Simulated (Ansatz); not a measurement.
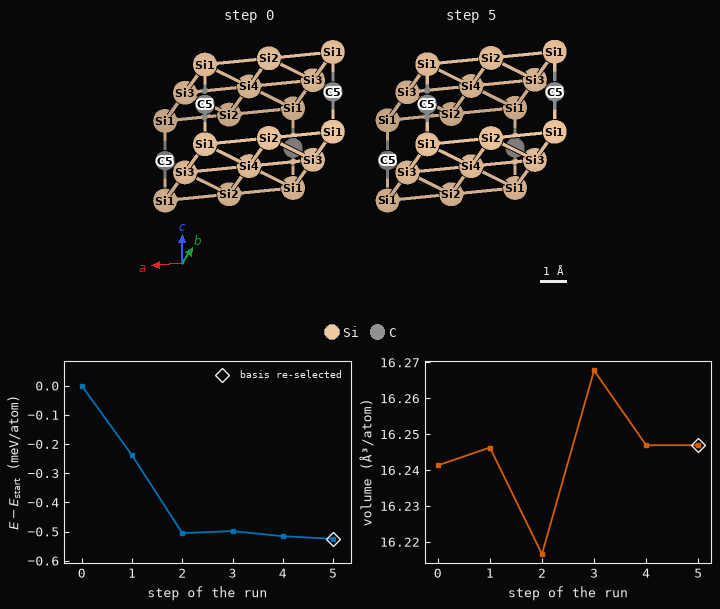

First and last geometry of a relaxation of crystalline Si₄C (a generated structure, set up in P6/mmm), with the history of the run. A ball-and-stick model of the cell of the calculation, seen from a free direction.

All numbers below come from Ansatz, DFT PBE, scalar-relativistic, plane waves, PAW; settings changed.

Input file:
```yaml
crystal:
  lattice:
    - [5.1617733572, 0.0, 0.0]
    - [-2.5808866786, 4.4702268559, 0.0]
    - [0.0, 0.0, 3.5193553184]
  atoms:
    - { symbol: Si, position: [0.0, 0.0, 0.0] }
    - { symbol: Si, position: [0.5, 0.0, 0.0] }
    - { symbol: Si, position: [0.0, 0.5, 0.0] }
    - { symbol: Si, position: [0.5, 0.5, 0.0] }
    - { symbol: C, position: [0.0, 0.0, 0.5] }
basis:
  ecutwfc: 420
kpoints:
  mp_grid: { grid: [12, 12, 10] }
hamiltonian:
  xc: pbe
scf:
  occupations: { method: gaussian, width: 0.1 }
  convergence: { dr2_threshold: 1.0e-11 }
output:
  forces: true
  eigenvalues: true
  stress: true
relax:
  adjacent_minimum: "off"
  f_tol: 0.01
  max_steps: 80
  cell: { stress_tol: 0.05 }
```

Run as
```bash
ansatz run input.yaml --threads 1 --pin off --max-ram 2560MiB --backend cpu --events-out ev --progress --plain --runs-dir out
```

Q: Did the run converge, and what did it change?

A: It converged. After 4 accepted moves (5 points after the start) the energy has fallen by 0.5 meV per atom. All forces vanish by symmetry, so only the cell relaxes. Pressure: 0.22 GPa at the start and 0.00 GPa at the end. At 1 point the geometry stayed and the basis and grid were re-selected for the new cell (energy shift of less than 0.05 meV per atom at most each time). No atom moves by more than 0.005 Å relative to the cell. The drawn cell changes at constant volume: a = b 5.162 → 5.146 Å (−0.3 %), c 3.519 → 3.543 Å (+0.7 %). Near-neighbour distances that change, for instance: Si1–C5 1.760 → 1.771 Å, Si1–Si2 2.581 → 2.573 Å. The space group stays P6/mmm (No. 191). The run took 86 s on 1 thread of AMD EPYC (Zen 3), on a shared host, peak memory 0.45 GiB.
